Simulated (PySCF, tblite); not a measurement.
# CH7FNOSi2 radical, a small gas-phase stand-in for a defect centre (Si site with back bonds O[SiH3], C, F): EPR parameters

What EPR parameters should one expect for `C[Si]([NH])(F)O[SiH3]`? It is drawn as: nitrogen radical.

Computed with tblite 0.8.0 and PySCF 2.14.0; each step states its level. No surroundings beyond the atoms listed, unless a continuum is named. Atoms count from 0, parts from 1.

## Step 1: Starting point

13 atoms, charge 0, multiplicity 2; geometry: distance geometry start.

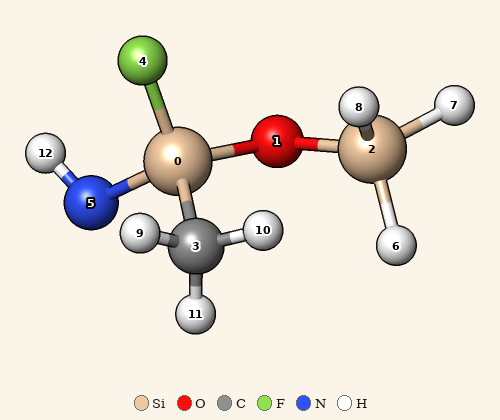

The starting geometry (silicon light orange, oxygen red, carbon grey, fluorine green, nitrogen blue, hydrogen white), atoms numbered.

## Step 2: Geometry optimisation with GFN2-xTB

What the job is given:

```
{"job": {"kind": "relax", "xc": "GFN2-xTB", "basis": "xTB"}, "charge": 0, "multiplicity": 2}
Si    -0.563046     0.852529    -0.075309
O      1.084438     0.891298    -0.578213
Si     1.973658    -0.444860     0.031477
C     -1.204998    -0.931106     0.118781
F     -0.669201     1.638948     1.420460
N     -1.588943     1.717899    -1.226880
H      1.691317    -1.662613    -0.753180
H      3.443423    -0.242079    -0.014028
H      1.633880    -0.774580     1.439958
H     -2.058851    -0.838774     0.776761
H     -0.404197    -1.546744     0.603658
H     -1.434365    -1.263759    -0.910747
H     -1.846639     2.628118    -0.872736
```

Level: GFN2-xTB geometry optimisation, gas phase.

Launch:

```console
$ OMP_NUM_THREADS=1 python cluster_run.py task.json out
```

This one command runs all jobs of the session in turn.

The log of the run:

```text
step      E/eV     max force
  0    -569.89150    2.826
  1    -570.19944    2.111
  2    -570.42923    1.488
  3    -570.47879    0.691
  4    -570.53211    0.590
  5    -570.57634    0.646
  6    -570.61576    0.624
  7    -570.66166    0.529
  8    -570.68684    0.431
  9    -570.70864    0.422
 10    -570.72458    0.448
 11    -570.74528    0.457
 12    -570.77409    0.449
 13    -570.80355    0.431
 14    -570.82090    0.282
 15    -570.82863    0.251
 16    -570.83761    0.267
 17    -570.84816    0.385
 18    -570.85991    0.375
 19    -570.86911    0.200
 20    -570.87714    0.256
 21    -570.88161    0.222
 22    -570.88703    0.198
 23    -570.89139    0.285
 24    -570.89664    0.291
 25    -570.90200    0.244
 26    -570.90842    0.228
 27    -570.91534    0.222
 28    -570.92214    0.224
 29    -570.92761    0.187
 30    -570.92921    0.613
 31    -570.93321    0.148
 32    -570.93464    0.082
 33    -570.93626    0.095
 34    -570.93710    0.084
 35    -570.93823    0.084
 36    -570.93922    0.082
 37    -570.94069    0.081
 38    -570.94202    0.097
 39    -570.94292    0.092
 40    -570.94341    0.068
 41    -570.94387    0.056
 42    -570.94453    0.065
 43    -570.94527    0.077
 44    -570.94586    0.058
 45    -570.94627    0.060
 46    -570.94668    0.058
 47    -570.94717    0.064
 48    -570.94779    0.062
 49    -570.94855    0.062
 50    -570.94940    0.069
 51    -570.95016    0.068
 52    -570.95069    0.051
 53    -570.95104    0.048
 54    -570.95138    0.049
 55    -570.95188    0.068
 56    -570.95247    0.085
 57    -570.95314    0.065
 58    -570.95360    0.056
 59    -570.95377    0.053
 60    -570.95394    0.043
 61    -570.95435    0.064
 62    -570.95464    0.068
 63    -570.95504    0.061
 64    -570.95530    0.049
 65    -570.95554    0.044
 66    -570.95583    0.034
 67    -570.95629    0.050
 68    -570.95663    0.053
 69    -570.95697    0.051
 70    -570.95725    0.067
 71    -570.95775    0.062
 72    -570.95857    0.080
 73    -570.95990    0.146
 74    -570.96030    0.127
 75    -570.96142    0.093
 76    -570.96251    0.111
 77    -570.96352    0.096
 78    -570.96483    0.104
 79    -570.96682    0.108
 80    -570.96888    0.122
 81    -570.97125    0.081
 82    -570.97259    0.094
 83    -570.97291    0.074
 84    -570.97202    0.233
 85    -570.97360    0.046
 86    -570.97381    0.035
 87    -570.97439    0.045
 88    -570.97472    0.043
 89    -570.97498    0.044
 90    -570.97513    0.027
 91    -570.97525    0.022
 92    -570.97534    0.025
 93    -570.97542    0.038
 94    -570.97548    0.030
 95    -570.97553    0.019
 96    -570.97559    0.020
 97    -570.97566    0.022
 98    -570.97572    0.023
 99    -570.97575    0.013
100    -570.97577    0.014
101    -570.97579    0.013
102    -570.97583    0.020
103    -570.97590    0.026
104    -570.97600    0.027
105    -570.97612    0.032
106    -570.97627    0.032
107    -570.97642    0.033
108    -570.97653    0.023
109    -570.97660    0.018
110    -570.97666    0.020
111    -570.97676    0.036
112    -570.97693    0.054
113    -570.97724    0.067
114    -570.97763    0.063
115    -570.97802    0.041
116    -570.97824    0.032
117    -570.97835    0.033
118    -570.97845    0.022
119    -570.97853    0.022
120    -570.97858    0.018
121    -570.97863    0.019
122    -570.97869    0.018
123    -570.97875    0.015
124    -570.97884    0.024
125    -570.97892    0.025
126    -570.97900    0.019
127    -570.97905    0.010
128    -570.97908    0.008
129    -570.97909    0.007
```

It took 3 s on 1 thread of Arm Neoverse V1, shared host.

Relaxation path:

| step | energy from step 0 (eV) | largest force (eV/Å) |
| --- | --- | --- |
| 0 | 0.0000 | 2.8252 |
| 5 | -0.6848 | 0.6456 |
| 10 | -0.8331 | 0.4480 |
| 15 | -0.9371 | 0.2509 |
| 20 | -0.9856 | 0.2561 |
| 25 | -1.0105 | 0.2434 |
| 30 | -1.0377 | 0.6130 |
| 35 | -1.0467 | 0.0840 |
| 40 | -1.0519 | 0.0674 |
| 45 | -1.0548 | 0.0605 |
| 50 | -1.0579 | 0.0682 |
| 55 | -1.0604 | 0.0674 |
| 60 | -1.0624 | 0.0428 |
| 65 | -1.0640 | 0.0445 |
| 70 | -1.0658 | 0.0666 |
| 75 | -1.0699 | 0.0930 |
| 80 | -1.0774 | 0.1221 |
| 85 | -1.0821 | 0.0459 |
| 90 | -1.0836 | 0.0273 |
| 95 | -1.0840 | 0.0191 |
| 100 | -1.0843 | 0.0144 |
| 105 | -1.0846 | 0.0325 |
| 110 | -1.0852 | 0.0203 |
| 115 | -1.0865 | 0.0415 |
| 120 | -1.0871 | 0.0177 |
| 125 | -1.0874 | 0.0257 |
| 129 | -1.0876 | 0.0073 |

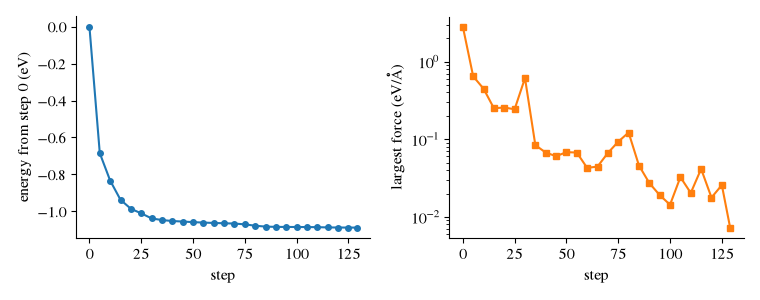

Energy and largest force along the relaxation.

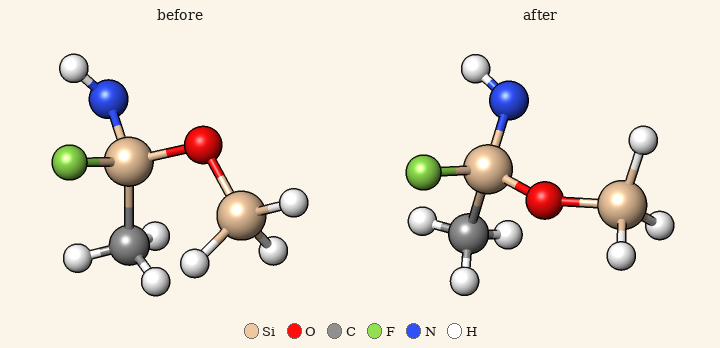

Before and after, at one scale.

Distances of close pairs at the start and the end, largest changes first:

| bond | before (Å) | after (Å) | change (Å) |
| --- | --- | --- | --- |
| Si0–O1 | 1.723 | 1.607 | -0.116 |
| Si0–N5 | 1.768 | 1.663 | -0.105 |
| O1–Si2 | 1.717 | 1.624 | -0.092 |
| Si0–F4 | 1.693 | 1.616 | -0.077 |
| C3–H10 | 1.120 | 1.083 | -0.038 |
| Si0–C3 | 1.906 | 1.938 | +0.032 |
| C3–H11 | 1.106 | 1.080 | -0.026 |
| Si2–H7 | 1.484 | 1.459 | -0.025 |

## Step 3: Geometry optimisation at PBE0-D3(BJ)/def2-SVP

What the job is given:

```
{"job": {"xc": "PBE0", "basis": "def2-SVP", "d3": "d3bj", "grid": 2, "kind": "geom", "shake": 0.01}, "charge": 0, "multiplicity": 2}
Si    -0.522562     0.680648     0.259546
O      0.901090     0.063155     0.520434
Si     2.333525    -0.408728    -0.051985
C     -1.764726    -0.765388     0.160663
F     -0.892109     1.399923     1.659927
N     -0.701239     1.527742    -1.187923
H      2.136815    -1.420097    -1.074869
H      3.061366     0.768015    -0.580748
H      2.980007    -0.958529     1.171362
H     -2.807987    -0.387022     0.261228
H     -1.580676    -1.425542     1.004839
H     -1.676307    -1.294029    -0.764602
H     -1.456988     2.202479    -1.370467
```

The log of the run:

```text
step   0  E = -850.29754237  max force = 0.060983
step   1  E = -850.31165187  max force = 0.011373
step   2  E = -850.31243541  max force = 0.005679
step   3  E = -850.31291985  max force = 0.002873
step   4  E = -850.31301102  max force = 0.002430
step   5  E = -850.31314736  max force = 0.002054
step   6  E = -850.31324692  max force = 0.002849
step   7  E = -850.31340250  max force = 0.003664
step   8  E = -850.31349690  max force = 0.002939
step   9  E = -850.31355418  max force = 0.000728
step  10  E = -850.31356098  max force = 0.000457
step  11  E = -850.31356568  max force = 0.000616
step  12  E = -850.31357278  max force = 0.001259
step  13  E = -850.31358227  max force = 0.001683
step  14  E = -850.31359437  max force = 0.001372
step  15  E = -850.31360680  max force = 0.000478
step  16  E = -850.31361008  max force = 0.000129
optimisation converged
```

It took 5.5 min on 1 thread of Arm Neoverse V1, shared host; peak memory 0.68 GiB.

Along the way:

| step | energy from step 0 (eV) | largest force component (eV/Å) |
| --- | --- | --- |
| 0 | 0.0000 | 3.1359 |
| 1 | -0.3839 | 0.5848 |
| 2 | -0.4053 | 0.2920 |
| 3 | -0.4184 | 0.1477 |
| 4 | -0.4209 | 0.1250 |
| 5 | -0.4246 | 0.1056 |
| 6 | -0.4273 | 0.1465 |
| 7 | -0.4316 | 0.1884 |
| 8 | -0.4341 | 0.1511 |
| 9 | -0.4357 | 0.0374 |
| 10 | -0.4359 | 0.0235 |
| 11 | -0.4360 | 0.0317 |
| 12 | -0.4362 | 0.0647 |
| 13 | -0.4365 | 0.0865 |
| 14 | -0.4368 | 0.0706 |
| 15 | -0.4371 | 0.0246 |
| 16 | -0.4372 | 0.0066 |

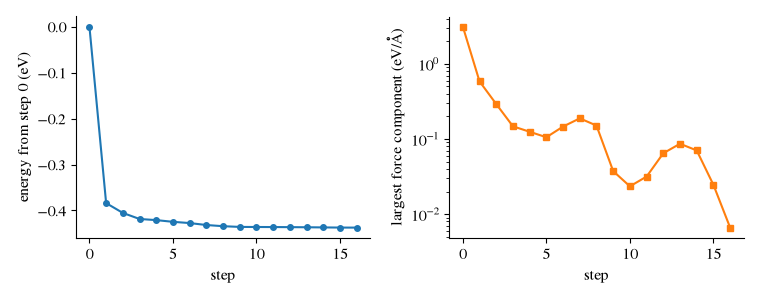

Energy and largest force along the relaxation.

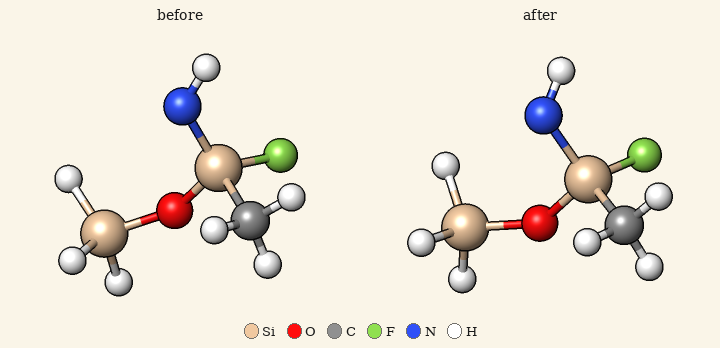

Before and after, at one scale.

Distances of close pairs at the start and the end, largest changes first:

| bond | before (Å) | after (Å) | change (Å) |
| --- | --- | --- | --- |
| Si0–O1 | 1.574 | 1.641 | +0.068 |
| Si0–N5 | 1.687 | 1.752 | +0.065 |
| Si0–C3 | 1.909 | 1.847 | -0.062 |
| O1–Si2 | 1.613 | 1.664 | +0.051 |
| Si2–H6 | 1.452 | 1.492 | +0.040 |
| C3–H11 | 1.069 | 1.100 | +0.030 |
| C3–H9 | 1.114 | 1.100 | -0.014 |
| C3–H10 | 1.087 | 1.101 | +0.014 |

The final coordinates are the input of the step that follows.

| at the end point | value |
| --- | --- |
| point group (found at 0.08 Å tolerance) | C1 |
| rotational constants (GHz, main isotopes) | 3.533, 1.358, 1.336 |
| dipole moment (D) | 0.97 |
| ⟨S²⟩ | 0.753 |

## Step 4: g tensor and hyperfine couplings: B3LYP/IGLO-III+pcH-1

What the job is given:

```
{"job": {"kind": "epr"}, "charge": 0, "multiplicity": 2}
Si    -0.643049     0.450952     0.324405
O      0.846913    -0.208554     0.521236
Si     2.365464    -0.276597    -0.156150
C     -1.956309    -0.845760     0.257623
F     -0.913848     1.409107     1.610166
N     -0.599390     1.373267    -1.164299
H      2.329767    -1.076809    -1.415124
H      2.868024     1.096484    -0.457646
H      3.271789    -0.934935     0.825227
H     -2.959215    -0.400204     0.180463
H     -1.919044    -1.453245     1.175142
H     -1.800578    -1.508547    -0.606079
H     -0.880362     2.357993    -1.088188
```

With the program's defaults for keys left out, this is: UKS B3LYP, IGLO-III on C F N O Si, pcH-1 on H, non-relativistic, mean-field spin-orbit, GIAO.

The log of the run:

```text
UKS, coarse grid
  cycle   1  E = -851.25633514  |g| = 7.47e-01
  cycle   2  E = -850.82740382  |g| = 1.31e+00
  cycle   3  E = -851.42698655  |g| = 1.83e-01
  cycle   4  E = -851.44000834  |g| = 6.20e-02
  cycle   5  E = -851.44125426  |g| = 1.78e-02
  cycle   6  E = -851.44134262  |g| = 7.37e-03
  cycle   7  E = -851.44136613  |g| = 1.91e-03
  cycle   8  E = -851.44137043  |g| = 9.71e-04
UKS, final grid
  cycle   1  E = -851.44130124  |g| = 1.18e-03
  cycle   2  E = -851.44130168  |g| = 1.67e-03
  cycle   3  E = -851.44130312  |g| = 3.24e-04
  cycle   4  E = -851.44130378  |g| = 3.39e-04
  cycle   5  E = -851.44130421  |g| = 9.38e-05
  cycle   6  E = -851.44130422  |g| = 3.88e-05
  cycle   7  E = -851.44130423  |g| = 2.52e-05
E = -851.44130423 Eh   <S^2> = 0.7532 (exact 0.7500)
g shifts (ppm)      1          2          3
  rmc          -199       -199       -199
  gc             -2         43         39
  oz_so         123       1628       7431
  total         -78       1472       7271
hyperfine (MHz)  atom isotope    a_iso     a_fc   dipolar eigenvalues
    0  29Si      36.83      36.89     -1.44      0.26      1.18
    1   17O      -5.76      -5.75     -8.84      4.32      4.52
    2  29Si      -0.82      -0.82     -0.52      0.01      0.51
    3   13C      12.58      12.59     -2.55     -2.47      5.02
    4   19F      -7.27      -7.22     -5.37     -3.65      9.02
    5   14N      26.89      26.79    -41.23    -40.72     81.95
    6    1H      -0.21      -0.21     -1.38     -1.29      2.66
    7    1H       0.32       0.33     -2.05     -1.73      3.78
    8    1H      -0.33      -0.33     -0.80     -0.65      1.46
    9    1H      -0.06      -0.06     -3.27     -1.76      5.03
   10    1H      18.09      18.09     -2.09     -1.00      3.09
   11    1H      -1.52      -1.52     -3.03     -1.73      4.75
   12    1H     -57.81     -57.97    -51.07     -7.85     58.92
```

It took 1.7 min on 1 thread of Arm Neoverse V1, shared host; peak memory 1.1 GiB.

Principal g values 2.00224, 2.00379, 2.00959; g(iso) = 2.00521, against 2.00232 for a free electron.

Hyperfine couplings, nucleus by nucleus at this fixed geometry (no averaging over rotations):

| nuclei | isotope | a(iso) (MHz) | a(iso) (G, at g = 2.0023) | largest dipolar term (MHz) |
| --- | --- | --- | --- | --- |
| H12 | 1H | -57.8 | -20.6 | 58.9 |
| Si0 | 29Si | 36.8 | 13.1 | -1.4 |
| N5 | 14N | 26.9 | 9.6 | 82.0 |
| H10 | 1H | 18.1 | 6.5 | 3.1 |
| C3 | 13C | 12.6 | 4.5 | 5.0 |
| F4 | 19F | -7.3 | -2.6 | 9.0 |
| O1 | 17O | -5.8 | -2.1 | -8.8 |
| H11 | 1H | -1.5 | -0.5 | 4.8 |
| Si2 | 29Si | -0.8 | -0.3 | -0.5 |
| H8 | 1H | -0.3 | -0.1 | 1.5 |
| H7 | 1H | 0.3 | 0.1 | 3.8 |
| H6 | 1H | -0.2 | -0.1 | 2.7 |
| H9 | 1H | -0.1 | 0.0 | 5.0 |

Mulliken spin populations:

Si0 -0.01; O1 0.02; Si2 0.00; C3 0.02; F4 0.00; N5 1.00; H6 0.00; H7 0.00; H8 0.00; H9 0.00; H10 0.01; H11 0.00; H12 -0.04

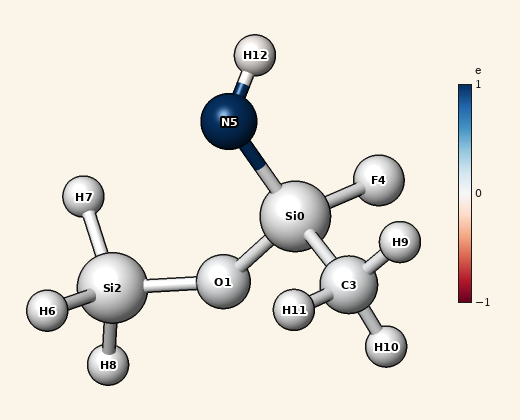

Mulliken spin populations, as colours on the atoms.

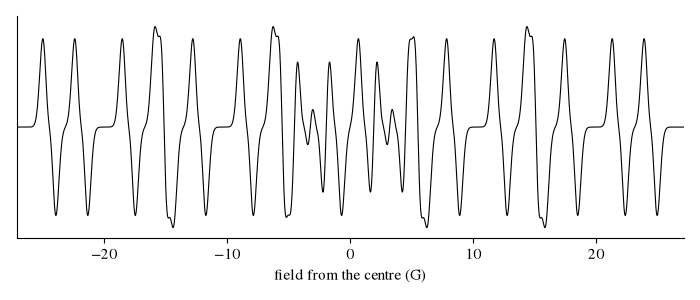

First-order isotropic spectrum (first derivative, main isotopes with spin only, couplings over 0.8 MHz, Gaussian width 0.3 G; couplings of the frozen geometry, rotation of groups not averaged beyond the rows shown).

## Step 5: EPR parameters: BHandHLYP/IGLO-III+pcH-1

Settings changed since step 4:

```diff
@@ -1,2 +1,2 @@
-{"job": {"kind": "epr"}, "charge": 0, "multiplicity": 2}
+{"job": {"kind": "epr", "xc": "BHandHLYP"}, "charge": 0, "multiplicity": 2}
 Si    -0.643049     0.450952     0.324405
```

Method: UKS BHandHLYP, IGLO-III on C F N O Si, pcH-1 on H, non-relativistic, mean-field spin-orbit, GIAO.

The log of the run:

```text
UKS, coarse grid
  cycle   1  E = -851.12871576  |g| = 6.27e-01
  cycle   2  E = -851.08711015  |g| = 7.52e-01
  cycle   3  E = -851.26652432  |g| = 6.18e-02
  cycle   4  E = -851.26802705  |g| = 3.33e-02
  cycle   5  E = -851.26849183  |g| = 8.36e-03
  cycle   6  E = -851.26855030  |g| = 4.08e-03
  cycle   7  E = -851.26857924  |g| = 2.29e-03
  cycle   8  E = -851.26860004  |g| = 1.50e-03
  cycle   9  E = -851.26861535  |g| = 1.11e-03
  cycle  10  E = -851.26862659  |g| = 8.02e-04
  cycle  11  E = -851.26863391  |g| = 3.87e-04
UKS, final grid
  cycle   1  E = -851.26858836  |g| = 3.18e-04
  cycle   2  E = -851.26858863  |g| = 2.83e-04
  cycle   3  E = -851.26858876  |g| = 1.97e-04
  cycle   4  E = -851.26858917  |g| = 1.36e-04
  cycle   5  E = -851.26858930  |g| = 7.52e-05
  cycle   6  E = -851.26858936  |g| = 3.68e-05
  cycle   7  E = -851.26858937  |g| = 1.57e-05
  cycle   8  E = -851.26858937  |g| = 6.40e-06
E = -851.26858937 Eh   <S^2> = 0.7542 (exact 0.7500)
g shifts (ppm)      1          2          3
  rmc          -199       -199       -199
  gc             -4         42         38
  oz_so          91       1548       8195
  total        -111       1391       8034
hyperfine (MHz)  atom isotope    a_iso     a_fc   dipolar eigenvalues
    0  29Si      43.61      43.67     -0.99     -0.10      1.09
    1   17O      -6.42      -6.42     -6.92      3.35      3.57
    2  29Si      -0.74      -0.75     -0.56      0.07      0.48
    3   13C      11.85      11.85     -2.08     -2.01      4.09
    4   19F      -8.67      -8.61     -4.55     -2.54      7.09
    5   14N      35.60      35.48    -41.16    -40.60     81.75
    6    1H      -0.17      -0.17     -1.36     -1.32      2.69
    7    1H       0.53       0.53     -2.04     -1.78      3.82
    8    1H      -0.40      -0.40     -0.77     -0.66      1.43
    9    1H       0.07       0.07     -3.12     -1.91      5.02
   10    1H      14.43      14.43     -1.87     -1.02      2.89
   11    1H      -1.32      -1.32     -2.88     -1.92      4.80
   12    1H     -66.53     -66.70    -52.55     -8.18     60.72
```

Run time: 1.9 min. Hardware: 1 thread of Arm Neoverse V1, shared host; peak memory 1 GiB.

In short: g(iso) 2.00542.

## Step 6: Comparing the runs: EPR parameters

g, ⟨S²⟩ and isotropic hyperfine couplings (MHz), with basis size and wall time:

| run | g(iso) | ⟨S²⟩ | 1H H12 | 29Si Si0 | 14N N5 | 1H H10 | 13C C3 | functions | time |
| --- | --- | --- | --- | --- | --- | --- | --- | --- | --- |
| B3LYP/IGLO-III+pcH-1 | 2.00521 | 0.753 | -57.8 | 36.8 | 26.9 | 18.1 | 12.6 | 298 | 1.7 min |
| BHandHLYP/IGLO-III+pcH-1 | 2.00542 | 0.754 | -66.5 | 43.6 | 35.6 | 14.4 | 11.8 | 298 | 1.9 min |

## Step 7: Results

| quantity | value |
| --- | --- |
| point group | C1 |
| rotational constants (main isotopes) | 3.53, 1.36, 1.34 GHz |
| g(iso) (B3LYP) | 2.00521 |
| ⟨S²⟩ | 0.753 (exact 0.75) |
| largest a(iso) | 1H on H12, -57.8 MHz |

The start of the PBE0/def2-SVP relaxation was shaken at random by about 0.01 Å, so part of the energy gained, and of the first lengths quoted, undoes that. Relaxing lowered the energy by 0.437 eV in 16 steps; the close pair that moved most is Si0–O1, from 1.574 to 1.641 Å (PBE0/def2-SVP). Most of the unpaired spin sits on N5 (1.00 e). The isotropic g lies 2.9 ppt above the free-electron value. The coupling of 1H on H12 runs from -66.5 (BHandHLYP/IGLO-III+pcH-1) to -57.8 MHz (B3LYP/IGLO-III+pcH-1). A capped cluster stands for the solid here, so long-range fields and strain are missing, and bands or shifts of the capping hydrogens have no counterpart in it.
